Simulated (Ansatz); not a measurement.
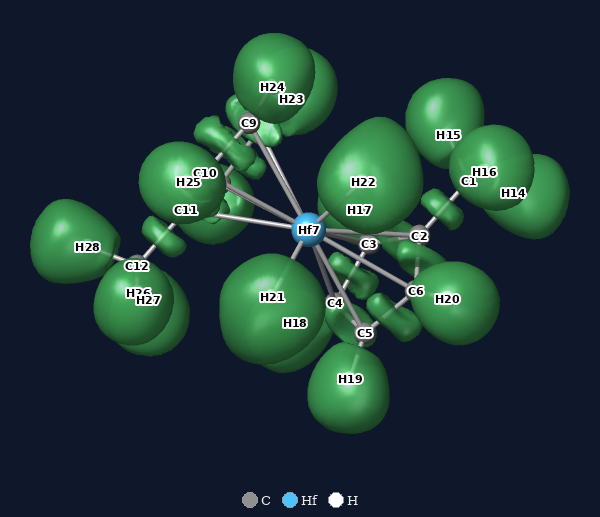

*C₁₂H₁₆Hf (SMILES C[C]12[CH]3[CH]4[CH]5[CH]1[HfH2]45321678[CH]2[CH]1[CH]6[C]7(C)[CH]28). Isosurface of the ELF at 0.8 (green), seen at an oblique angle. Core shells and regions of very low density are left out.*

Geometry: PBE0-D4/def2-TZVP; core potentials replace the inner electrons of Hf.

Level of theory: Ansatz, RKS PBE0-D4/def2-TZVPP.

The calculation's input:

```
crystal:
  periodic: [false, false, false]
  atoms:
    - {symbol: C, position_ang: [-2.675696, -0.838286, 2.063149]}
    - {symbol: C, position_ang: [-2.252908, -0.049294, 0.870803]}
    - {symbol: C, position_ang: [-1.934727, -0.560361, -0.404862]}
    - {symbol: C, position_ang: [-1.639315, 0.525278, -1.267395]}
    - {symbol: C, position_ang: [-1.783974, 1.716634, -0.524865]}
    - {symbol: C, position_ang: [-2.140320, 1.359181, 0.792559]}
    - {symbol: Hf, position_ang: [0.181938, 0.473518, 0.392675]}
    - {symbol: C, position_ang: [1.166080, -1.781467, 0.236599]}
    - {symbol: C, position_ang: [2.042816, -1.053194, 1.069017]}
    - {symbol: C, position_ang: [2.642079, -0.046595, 0.282914]}
    - {symbol: C, position_ang: [2.170416, -0.161814, -1.046469]}
    - {symbol: C, position_ang: [2.600815, 0.661646, -2.212388]}
    - {symbol: C, position_ang: [1.252551, -1.232657, -1.067617]}
    - {symbol: H, position_ang: [-3.763455, -0.958098, 2.074901]}
    - {symbol: H, position_ang: [-2.235066, -1.836823, 2.059455]}
    - {symbol: H, position_ang: [-2.377402, -0.342895, 2.987129]}
    - {symbol: H, position_ang: [-1.932238, -1.606333, -0.677425]}
    - {symbol: H, position_ang: [-1.371902, 0.453873, -2.311727]}
    - {symbol: H, position_ang: [-1.623974, 2.718095, -0.891065]}
    - {symbol: H, position_ang: [-2.291603, 2.040359, 1.617611]}
    - {symbol: H, position_ang: [0.845834, 2.147929, -0.087161]}
    - {symbol: H, position_ang: [0.154385, 0.468346, 2.256238]}
    - {symbol: H, position_ang: [0.553740, -2.620060, 0.534960]}
    - {symbol: H, position_ang: [2.204504, -1.218837, 2.122102]}
    - {symbol: H, position_ang: [3.338408, 0.702688, 0.631160]}
    - {symbol: H, position_ang: [2.865642, 1.672706, -1.902284]}
    - {symbol: H, position_ang: [1.812010, 0.735348, -2.963375]}
    - {symbol: H, position_ang: [3.474277, 0.212040, -2.695024]}
    - {symbol: H, position_ang: [0.717076, -1.580919, -1.939625]}
basis:
  gaussian: {orbitals: def2-TZVPP}
hamiltonian: {xc: pbe0, dispersion: d4}
output: {orbitals: {seedname: orbitals}}
```

Command:

```sh
ansatz run in.yaml --threads 11 --pin off --events-out ev --progress --plain --max-ram 120832MiB --backend cuda --devices 0, --max-vram 75GiB
```

Where are the electrons localised?

Answer. The ELF exceeds this value in twelve regions between bonded C–C atoms (shared pairs) and 16 regions around hydrogen nuclei. Profiles from the grid: C–C (1.41 Å): the ELF peaks at about 0.95 between the atoms, as expected for a covalent bond. C–Hf (2.46 Å): the ELF peaks at about 0.70 in the valence shell of C, 0.7 Å from its nucleus, and is about 0.20 at the midpoint.
